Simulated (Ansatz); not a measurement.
Cost and result by functional for the adsorption energy of F on the 1x1 (0001) surface of corundum (cut with top plane Al), one in a 1x1 cell, started at the site 'bridge O-O (span 2.6 Å)', in Ansatz (plane waves, PAW). Single points on the PBE structure, on one kind of machine; costs are rough ratios of the slab run's core time (references not counted) to the cheapest single point. r2SCAN's cost holds its higher cutoff (500 against 420 eV). Differences are taken against r2SCAN for comparison alone: no measured value is at hand, so the table doesn't rank accuracy. The points keep PBE's geometry, so the relaxation of a polaron and the settling of charge on one site are left out.

Host crystal: corundum, with a band gap (PBE, scalar-relativistic without spin-orbit coupling).

Set-up: 21 atoms, 6.7 Å thick at the start under the adsorbate (thin: gaps and levels are the slab's own); mesh 6x6x1; 0.01 eV smearing; dipole correction on; 9 atoms held, the rest relaxed; no symmetry held; spin-polarised, ending with about 1.0 μB a cell, a value that depends on the mesh; orders that need a larger cell were not tried, no spin-orbit, no U, no dispersion correction. The slab shows no gap over 0.04 eV on its mesh. At the end it is bonded to Al. In PBE it is, or lies within 0.03 eV of, the lowest of the starts that converged. These notes are the PBE run's. r2SCAN: The program's check for a lower electronic state was not made. Adsorption energies are against ½ F2(g). A negative adsorption energy means that the adsorbate is more stable on the surface than in its reference.

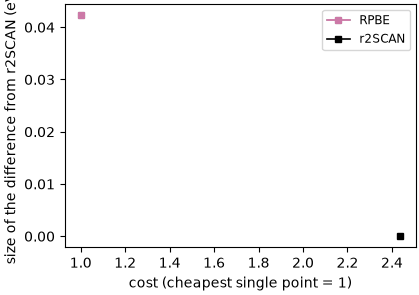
Figure: Difference from r2SCAN against cost

```tsv
functional	relative cost	adsorption energy (eV)	less r2SCAN (eV)
RPBE	1	-2.25	-0.04
r2SCAN	2	-2.21	0.00
PBE (the relaxed run's value)	–	-2.24	-0.03
```

The values span 0.04 eV, while the single points' costs differ by a factor of roughly 2. Differences are of unrounded values.

Ansatz is an electronic-structure program.
